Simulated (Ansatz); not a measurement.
**C$_{3}$H$_{9}$NOSi: density, localisation and related maps**

The calculation's input:

```
crystal:
  periodic: [false, false, false]
  atoms:
    - {symbol: C, position_ang: [2.035164, -1.610541, -0.561187]}
    - {symbol: C, position_ang: [-0.112316, 0.641380, -0.512781]}
    - {symbol: C, position_ang: [-1.573579, 0.928377, -0.386049]}
    - {symbol: "N", position_ang: [-0.335430, -1.601288, 1.252300]}
    - {symbol: O, position_ang: [-2.199051, 0.843261, 0.648491]}
    - {symbol: Si, position_ang: [0.208893, -1.237751, -0.350642]}
    - {symbol: H, position_ang: [2.379218, -1.345911, -1.574383]}
    - {symbol: H, position_ang: [2.233811, -2.685087, -0.412835]}
    - {symbol: H, position_ang: [2.634256, -1.051106, 0.174471]}
    - {symbol: H, position_ang: [-0.536770, -1.921950, -1.459544]}
    - {symbol: H, position_ang: [-1.119821, -1.043768, 1.589019]}
    - {symbol: H, position_ang: [-0.401824, -2.559783, 1.581113]}
    - {symbol: H, position_ang: [0.297110, 1.021555, -1.460966]}
    - {symbol: H, position_ang: [0.427386, 1.089613, 0.338227]}
    - {symbol: H, position_ang: [-2.101139, 1.192551, -1.340515]}
basis:
  gaussian: {orbitals: def2-SVPD}
hamiltonian: {xc: {name: PBE0}}
output: {forces: true, orbitals: {seedname: orbitals}}
```

Launched as:

```sh
ansatz run input.yaml --threads 2 --pin off --max-ram 5220MiB --events-out events.jsonl --progress --plain --runs-dir runs
```

Geometry: B3LYP-D3(BJ)/def2-SVP.

Method: isolated molecule in a Gaussian basis; Kohn-Sham density functional theory, functional PBE0 in Ansatz.

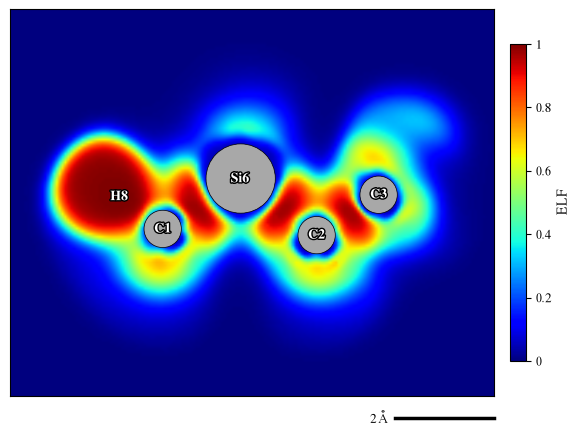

Figure 1. Electron localisation function on the plane of atoms C3, C2 and Si6. Grey discs cover the atomic cores.

Q: Describe what can be read from this map.

A:
- Atoms in the plane: C, Si and H.
- C–C (1.49 Å): the ELF peaks at about 0.95 between the atoms: a shared electron pair.
- C–Si (1.88 Å): the ELF peaks at about 1 between the atoms; a shared electron pair.
- C–H (1.10 Å): the ELF climbs to about 1 towards the hydrogen, as it does in any bond to H (a covalent bond by its length).

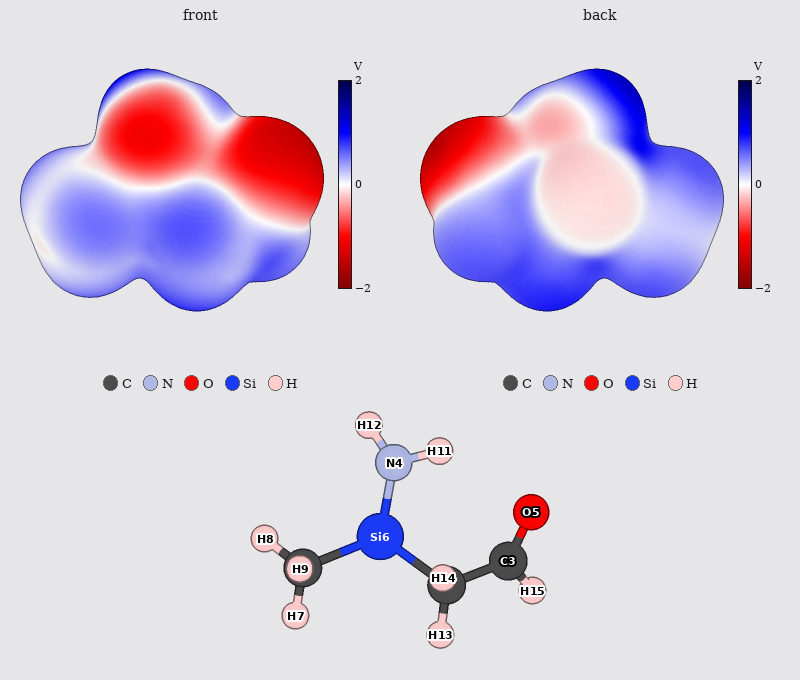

Figure 2. The molecular electrostatic potential painted on the density surface at 0.001 e/bohr³, seen from the front and from behind; the colour scale runs from red (negative) to blue (positive). The bare structure is drawn below in the same view.

Q: Which sites attract a positive test charge, and which a negative one?

A: A positive charge is drawn to the negative regions and a negative charge to the positive ones. The most negative region (about −1.5 V) lies over O5, the most positive (about +1.2 V) over H12. O5 is the likeliest acceptor of a hydrogen bond.

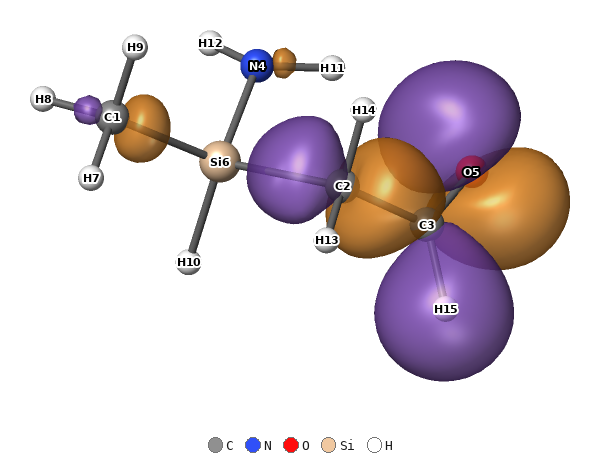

Figure 3. The HOMO−1 at ±0.1 Å⁻³ᐟ² (orange and purple are the two phases), seen at an oblique angle.

Q: Describe this orbital and give its energy.

A: By Hirshfeld shares it lies mainly on O5 (about 60 %), C3 (about 15 %), C2 (about 10 %) and H15 (about 10 %). Its energy is −7.48 eV.
